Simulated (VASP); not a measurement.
Band structure of LaTe (relaxed from the rock salt structure, space group Fm-3m). Computed with PBEsol GGA, VASP's PBE PAW potentials (set 64) (plane waves; VASP).

Unless said otherwise, spin-orbit coupling is left out, though it shifts the bands of the heavy elements here.

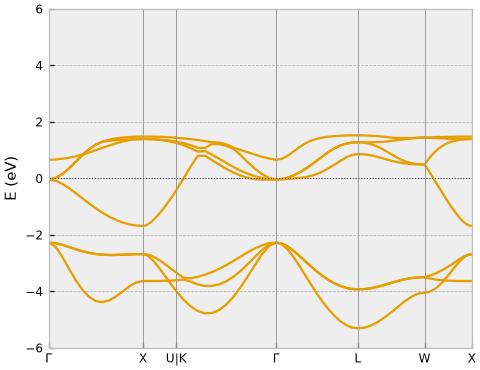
Figure: Bands along high-symmetry lines, zero at the valence-band maximum or, without a gap, the Fermi level

Task: Read the plot: is there a gap, and where are the band edges?

Result: It has no gap at this level: it comes out as a metal or semimetal. (Edges off the drawn lines would not show.)

The structure was generated: LaTe was put into the rock salt type (Fm-3m), which need not be its known phase. It was relaxed first, which changed the volume by -37 %. The electron count is odd and the run is not spin-polarised, which forces a metal.
